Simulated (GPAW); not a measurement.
# 2H-WOS monolayer: simulated STM images

Aim: Tersoff-Hamann images of 2H-WOS monolayer at several biases.

Method: GPAW, PAW setups; layer in a repeated cell with vacuum, relaxation of atoms and in-plane cell, in the first sound run; inputs show where later runs differ, in GPAW 26.7.0.

**1. Starting point**

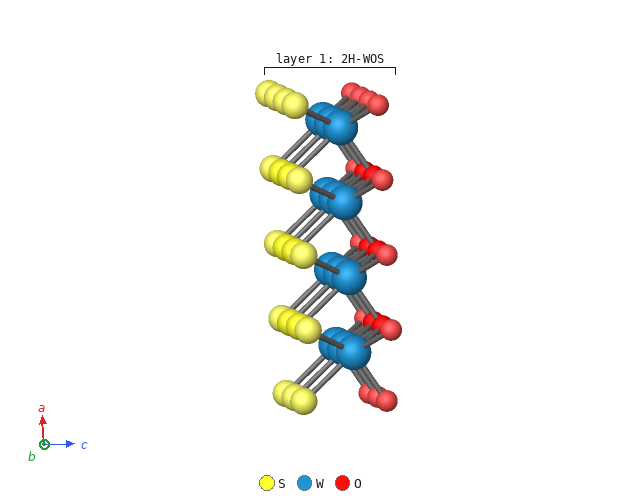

The cell as given, from the side, with the c axis across the page (sulfur yellow, tungsten blue, oxygen red). 3×2×1 cells are drawn. Some periodic images of atoms are drawn too.

The cell holds 3 atoms: 1 S, 1 W and 1 O. Its edges and angles: a = 3.053 Å, b = 3.053 Å, c = 17.022 Å, α = 90.0°, β = 90.0°, γ = 120.0°. Vacuum lies along c.

Structure file:

```
S W O
1.0
     3.05296    0.00000    0.00000
    -1.52648    2.64394    0.00000
     0.00000    0.00000   17.02220
S W O
1 1 1
Cartesian
  0.0000 1.7626 7.0000
  0.0000 0.0000 8.8122
  0.0000 1.7626 10.0222
```

**2. Relaxation**

Forces are removed first; all later runs use this geometry.

The input, run.py:

```python
import json
import numpy as np
from ase import Atoms
from ase.filters import FrechetCellFilter
from ase.optimize import BFGS
from gpaw import GPAW, PW

slab = Atoms(
    ['S', 'W', 'O'],
    positions=[
        [-0.00000, 1.76262, 7.00000],
        [0.00000, 0.00000, 8.81216],
        [-0.00000, 1.76262, 10.02220]],
    cell=[[3.05296, 0.0, 0.0], [-1.52648, 2.64394, 0.0], [0.0, 0.0, 17.0222]],
    pbc=[True, True, True])

slab.calc = GPAW(mode=PW(600), xc='PBE', kpts={'size': (12, 12, 1), 'gamma': True},
                 occupations={'name': 'fermi-dirac', 'width': 0.05}, nbands='160%',
                 convergence={'density': 1e-05}, maxiter=200,
                 symmetry={'tolerance': 1e-3}, txt='slab.txt')
result = {}
# The in-plane cell is free; stress needs a cell that repeats along all three vectors
path = []
opt = BFGS(FrechetCellFilter(slab, mask=[1, 1, 0, 0, 0, 1]), maxstep=0.2)
opt.attach(lambda: path.append((slab.get_potential_energy(), slab.positions.tolist(), slab.get_forces().tolist())))
result['relaxed'] = bool(opt.run(fmax=0.02, steps=45))
result['path'] = path
result['cell'] = slab.cell.tolist()
print('in-plane lattice', slab.cell.cellpar().round(4)[[0, 1, 5]])
energy = slab.get_potential_energy()
fermi = slab.calc.get_fermi_level()
v = slab.calc.get_electrostatic_potential().mean((0, 1)) - fermi
n = slab.calc.get_pseudo_density().mean((0, 1))
L = slab.cell[2, 2]
z = np.arange(len(v)) * L / len(v)
low, high = slab.positions[:, 2].min(), slab.positions[:, 2].max()
below, above = np.interp([low - 4.8, high + 4.8], z, v)
slopes = [np.interp(x, z, np.gradient(v, z)) for x in (low - 4.8, high + 4.8)]
eps = np.array([[slab.calc.get_eigenvalues(k, s) for k in range(len(slab.calc.get_ibz_k_points()))]
                for s in range(slab.calc.get_number_of_spins())]) - fermi
top, bottom = eps[eps < 0].max(), eps[eps > 0].min()
dipole = slab.get_dipole_moment()[2]
print(f'energy {energy:.4f} eV, Fermi level {fermi:.4f} eV, dipole {dipole:.5f} e A')
print(f'potential 4.8 A off the faces, from the Fermi level: lower {below:.4f} eV, upper {above:.4f} eV')
print(f'slope of the potential there: lower {slopes[0]:.5f}, upper {slopes[1]:.5f} eV/A')
print(f'nearest levels on the mesh: {top:.4f} and {bottom:.4f} eV')
print('magnetic moment', round(slab.get_magnetic_moment(), 3))
result.update(energy=energy, fermi=fermi, dipole=dipole, below=below, above=above, slopes=slopes, edges=[top, bottom],
              z=z.tolist(), v=v.tolist(), n=n.tolist(), positions=slab.positions.tolist(),
              forces=slab.get_forces(apply_constraint=False).tolist(), moments=slab.get_magnetic_moments().tolist())
json.dump(result, open('result.json', 'w'))
```

Launch:

```bash
$ OMP_NUM_THREADS=1 OPENBLAS_NUM_THREADS=1 python run.py
```

Log:

```text
Step          Energy          fmax
BFGS:    0      -24.257583        3.103652
BFGS:    1      -24.478012        2.113389
BFGS:    2      -24.618915        1.371283
BFGS:    3      -24.648346        0.254862
BFGS:    4      -24.649180        0.079180
BFGS:    5      -24.649189        0.027457
BFGS:    6      -24.649428        0.024363
BFGS:    7      -24.649794        0.011821
in-plane lattice [  2.9902   2.9902 120.    ]
energy -24.6498 eV, Fermi level -0.0840 eV, dipole -0.09591 e A
potential 4.8 A off the faces, from the Fermi level: lower 4.5209 eV, upper 5.1276 eV
slope of the potential there: lower -0.13203, upper -0.13144 eV/A
nearest levels on the mesh: -0.8233 and 0.8494 eV
magnetic moment 0.0
```

Elapsed: 3.4 min, on 1 thread of Intel Xeon Platinum 8488C (Sapphire Rapids), shared host; peak memory 0.3 GiB.

This step gave:

```yaml
dipole_along_the_normal: -0.09591 e·Å
levels_nearest_the_fermi_level_on_the_mesh: -0.8233, 0.8494 eV from the Fermi level
```

Electrostatic potential energy of an electron (without an applied field's), less the Fermi level, planar mean against z:

| z (Å) | electrostatic potential energy of an electron (without an applied field's), less the Fermi level, planar mean (eV) |
| --- | --- |
| 0 | 4.83 |
| 1 | 4.70 |
| 2 | 4.56 |
| 3 | 4.43 |
| 4 | 4.30 |
| 5 | 4.10 |
| 6 | 2.44 |
| 7 | -21.1 |
| 8 | -9.04 |
| 9 | -24.8 |
| 10 | -11.3 |
| 11 | 5.09 |
| 12 | 5.47 |
| 13 | 5.36 |
| 14 | 5.22 |
| 15 | 5.09 |
| 16 | 4.96 |

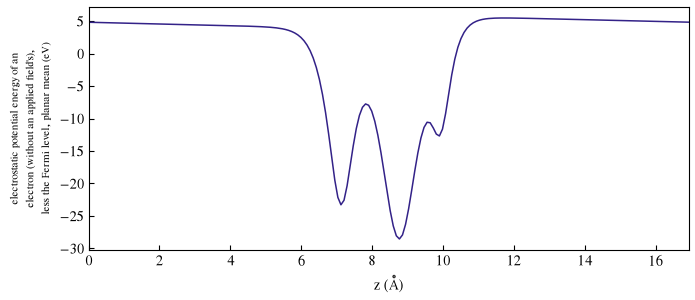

Electrostatic potential energy of an electron (without an applied field's), less the Fermi level, planar mean against z.

The pseudo valence density, planar mean by z:

| z (Å) | pseudo valence density, planar mean (e/Å³) |
| --- | --- |
| 4 | 1.5e-4 |
| 6 | 0.0930 |
| 8 | 0.550 |
| 10 | 0.926 |
| 12 | 9.9e-4 |
| 14 | 0 |

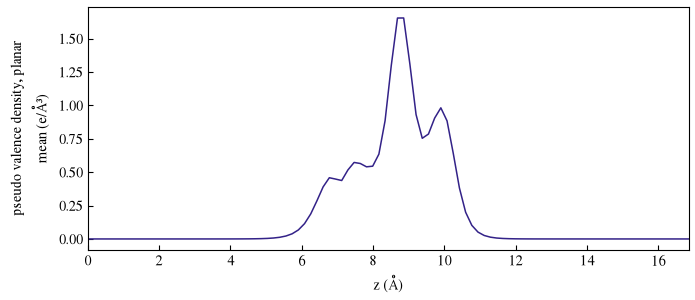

Pseudo valence density, planar mean against z.

The relaxation lowered the energy of the cell by 0.392 eV (energies extrapolated to zero smearing; the optimiser's log prints free energies). The largest force left on a free atom is 0.012 eV/Å.

**3. Plane waves, PBE**

With the geometry fixed, the planar mean of the potential gives the vacuum level on each side.

This step: GPAW, PAW setups; slab in vacuum (GPAW 26.7.0).

The cell differs from the one that the last finished run ended in (c 17.022 → 16.813 Å).

The input, run.py:

```python
import json
import numpy as np
from ase import Atoms
from ase.dft.stm import STM
from gpaw import GPAW, PW

slab = Atoms(
    ['S', 'W', 'O'],
    positions=[
        [0.00000, 1.72636, 7.00000],
        [0.00000, 0.00000, 8.64129],
        [0.00000, 1.72636, 9.81273]],
    cell=[[2.99015, -0.0, 0.0], [-1.49508, 2.58955, 0.0], [0.0, 0.0, 16.8127]],
    pbc=[True, True, False])

slab.calc = GPAW(mode=PW(500), xc='PBE', kpts={'size': (12, 12, 1), 'gamma': True},
                 occupations={'name': 'fermi-dirac', 'width': 0.05}, nbands='160%',
                 convergence={'density': 1e-05}, maxiter=200,
                 poissonsolver={'dipolelayer': 'xy'},
                 symmetry={'tolerance': 1e-3}, txt='slab.txt')
result = {}
energy = slab.get_potential_energy()
fermi = slab.calc.get_fermi_level()
v = slab.calc.get_electrostatic_potential().mean((0, 1)) - fermi
n = slab.calc.get_pseudo_density().mean((0, 1))
L = slab.cell[2, 2]
z = np.arange(len(v)) * L / len(v)
low, high = slab.positions[:, 2].min(), slab.positions[:, 2].max()
below, above = np.interp([low - 4.8, high + 4.8], z, v)
slopes = [np.interp(x, z, np.gradient(v, z)) for x in (low - 4.8, high + 4.8)]
eps = np.array([[slab.calc.get_eigenvalues(k, s) for k in range(len(slab.calc.get_ibz_k_points()))]
                for s in range(slab.calc.get_number_of_spins())]) - fermi
top, bottom = eps[eps < 0].max(), eps[eps > 0].min()
dipole = slab.get_dipole_moment()[2]
print(f'energy {energy:.4f} eV, Fermi level {fermi:.4f} eV, dipole {dipole:.5f} e A')
print(f'potential 4.8 A off the faces, from the Fermi level: lower {below:.4f} eV, upper {above:.4f} eV')
print(f'slope of the potential there: lower {slopes[0]:.5f}, upper {slopes[1]:.5f} eV/A')
print(f'nearest levels on the mesh: {top:.4f} and {bottom:.4f} eV')
print('magnetic moment', round(slab.get_magnetic_moment(), 3))
result.update(energy=energy, fermi=fermi, dipole=dipole, below=below, above=above, slopes=slopes, edges=[top, bottom],
              z=z.tolist(), v=v.tolist(), n=n.tolist(), positions=slab.positions.tolist(),
              forces=slab.get_forces(apply_constraint=False).tolist(), moments=slab.get_magnetic_moments().tolist())

# Images need the states of the whole zone, up to time reversal
slab.calc = slab.calc.fixed_density(symmetry={'point_group': False}, txt='states.txt', nbands='250%',
                                    convergence={'bands': 'CBM+1.8'})
stm = STM(slab)
result['stm'] = []
for bias in [-2.0, -1.0, 1.5]:
    height = high + 3.0
    current = stm.get_averaged_current(bias, height)
    x, y, h = stm.scan(bias, current)
    i, f = divmod(height / L * stm.ldos.shape[2], 1)
    I = abs((1 - f) * stm.ldos[:, :, int(i)] + f * stm.ldos[:, :, int(i) + 1])
    print(f'bias {bias} V: mean current at 3.0 A {current:.4e}, corrugation {np.ptp(h):.4f} A')
    result['stm'].append(dict(bias=bias, current=current, h=(h - high).tolist(), I=I.tolist()))
json.dump(result, open('result.json', 'w'))
```

Log:

```text
energy -24.2991 eV, Fermi level -0.0413 eV, dipole -0.07134 e A
potential 4.8 A off the faces, from the Fermi level: lower 4.0163 eV, upper 5.6857 eV
slope of the potential there: lower -0.00017, upper 0.00079 eV/A
nearest levels on the mesh: -0.8181 and 0.8438 eV
magnetic moment 0.0
bias -2.0 V: mean current at 3.0 A 5.9983e-06, corrugation 0.2760 A
bias -1.0 V: mean current at 3.0 A 3.1938e-06, corrugation 0.2214 A
bias 1.5 V: mean current at 3.0 A 1.0765e-05, corrugation 0.2141 A
```

Elapsed: 91 s, on 1 thread; peak memory 0.42 GiB.

Numbers from this step:

```
dipole along the normal                    : -0.07134 e·Å
levels nearest the Fermi level on the mesh : -0.8181, 0.8438 eV from the Fermi level
upper work function                        : 5.686 eV
lower work function                        : 4.016 eV
corrugation -2                             : 0.2760 Å
corrugation -1                             : 0.2214 Å
corrugation 1.5                            : 0.2141 Å
upper ionisation energy                    : 6.504 eV
```

The electrostatic potential energy of an electron (without an applied field's), less the Fermi level, planar mean by z:

| z (Å) | electrostatic potential energy of an electron (without an applied field's), less the Fermi level, planar mean (eV) |
| --- | --- |
| 0 | 4.85 |
| 1 | 4.02 |
| 2 | 4.02 |
| 3 | 4.02 |
| 4 | 4.01 |
| 5 | 3.91 |
| 6 | 1.57 |
| 7 | -23.2 |
| 8 | -11.7 |
| 9 | -20.8 |
| 10 | -7.48 |
| 11 | 5.36 |
| 12 | 5.67 |
| 13 | 5.68 |
| 14 | 5.69 |
| 15 | 5.69 |
| 16 | 5.69 |

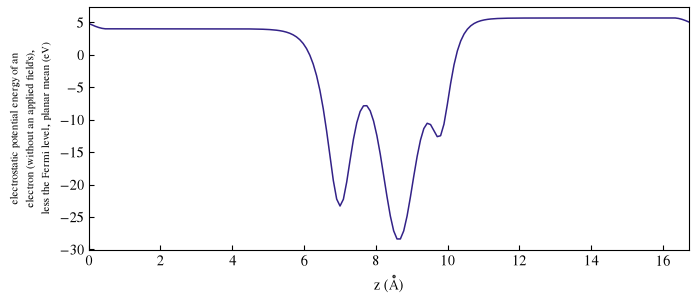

Electrostatic potential energy of an electron (without an applied field's), less the Fermi level, planar mean against z.

Table of pseudo valence density, planar mean by z:

| z (Å) | pseudo valence density, planar mean (e/Å³) |
| --- | --- |
| 2 | 0 |
| 4 | 2.5e-4 |
| 6 | 0.134 |
| 8 | 0.615 |
| 10 | 0.804 |
| 12 | 6.2e-4 |
| 14 | 1.7e-6 |

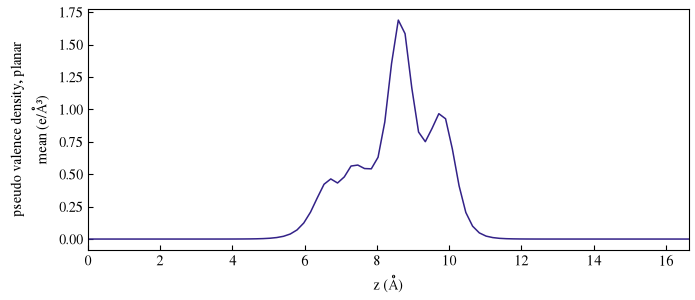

Pseudo valence density, planar mean against z.

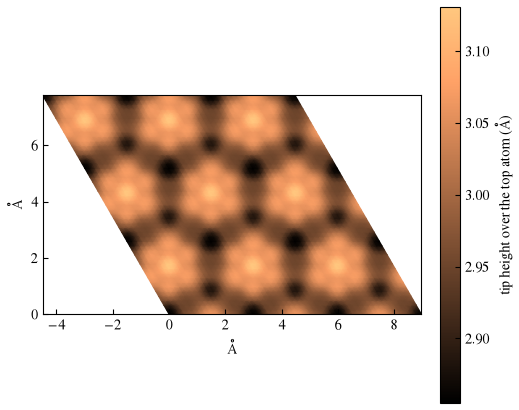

Tip height over the top atom over a1 and a2. Sample bias -2 V, constant current at the mean current 3.0 Å over the top atom. The cell is repeated, with its origin at the lower left corner.

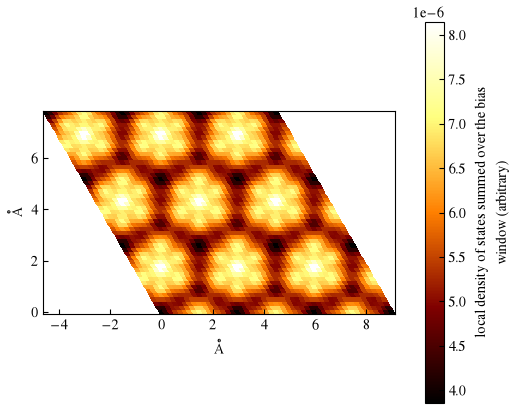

Local density of states summed over the bias window over a1 and a2. Sample bias -2 V, constant height 3.0 Å over the top atom. The cell is repeated, with its origin at the lower left corner.

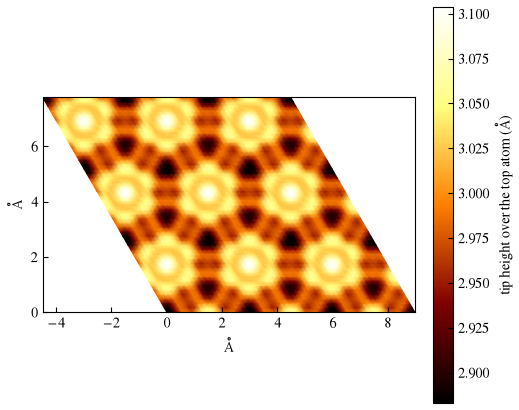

Tip height over the top atom over a1 and a2. Sample bias -1 V, constant current at the mean current 3.0 Å over the top atom. The cell is repeated, with its origin at the lower left corner.

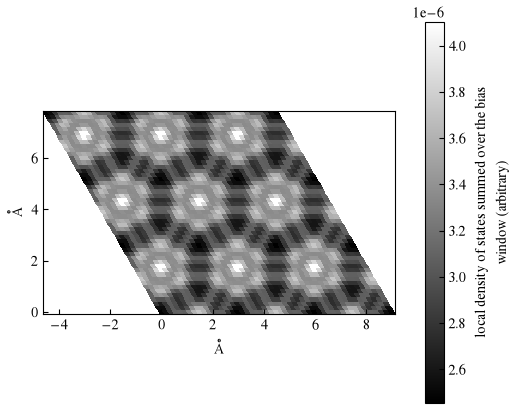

Local density of states summed over the bias window over a1 and a2. Sample bias -1 V, constant height 3.0 Å over the top atom. The cell is repeated, with its origin at the lower left corner.

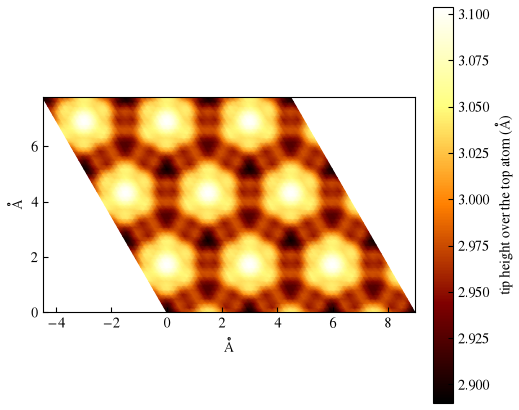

Tip height over the top atom over a1 and a2. Sample bias 1.5 V, constant current at the mean current 3.0 Å over the top atom. The cell is repeated, with its origin at the lower left corner.

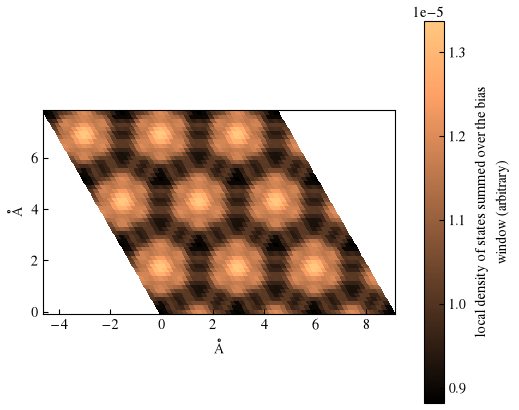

Local density of states summed over the bias window over a1 and a2. Sample bias 1.5 V, constant height 3.0 Å over the top atom. The cell is repeated, with its origin at the lower left corner.

The layer is gapped, so the Fermi level lies somewhere inside the gap, set by smearing and numerics, and these work functions are no property of the material; the band edges below the vacuum level are. The potential is flat to 7.9e-4 eV/Å where it is read, so the vacuum is wide enough.

**4. What came out**

* work function, upper and lower face (Fermi level placed in the gap by the smearing): 5.686 and 4.016 eV
* ionisation energy from the upper face (highest filled level on the mesh): 6.50 eV
* electron affinity from the upper face (lowest empty Kohn-Sham level on the mesh): 4.84 eV
* dipole along the normal: -0.0713 e Å
* corrugation at -2 V: 0.276 Å as printed, 0.22 Å or less without short-wave noise
* corrugation at -1 V: 0.221 Å as printed, 0.14 Å or less without short-wave noise
* corrugation at 1.5 V: 0.214 Å as printed, 0.17 Å or less without short-wave noise

What this shows: At -2 V, -1 V and 1.5 V GPAW's map carries short-wave noise, which can't be real at this height: without waves under 1.5 Å it spans 0.22 Å against 0.28 Å printed, 0.14 Å against 0.22 Å printed and 0.17 Å against 0.21 Å printed. The reading below uses the filtered value, which may still be too high. The corrugation at constant current is largest at -2 V, where the tip height varies by 0.22 Å over the cell. Negative sample bias images filled states, positive bias empty ones. The two faces differ by 1.7 eV, the step that the slab's dipole makes (e p/(ε0 A) gives 1.7 eV), so the dipole layer is needed. The levels nearest the Fermi level on the mesh lie 1.66 eV apart, so the slab is gapped there: the smearing puts the Fermi level inside the gap, and from either face the ionisation energy is the work function plus 0.82 eV. Both are Kohn-Sham levels on the mesh, and semilocal gaps are too small, so the affinity tends to come out too large and the ionisation energy too small. The images are of Tersoff-Hamann type: an s-wave tip, no tip-sample forces, heights closer than in a microscope. With elements this heavy, spin-orbit coupling can move band edges by tenths of an eV. The relaxation of atoms and cell ran in a fully periodic cell without the dipole layer, so the atoms of this polar layer felt a small spurious field. Biases count from a Fermi level whose place in the gap is arbitrary, so only their reach past the band edges has a meaning. The layer's cell and atoms come from the relaxation; spin-orbit coupling and temperature are left out.

[Logs are printed without paths, hosts, clocks, repeated set-up lines and the standing remarks that a program may print on its own settings, such as how far it seeks lower states.]

[Hosts, paths, dates, database ids (printed as entryN), source tags and the programs' standing remarks are cut or masked in the printed files.]
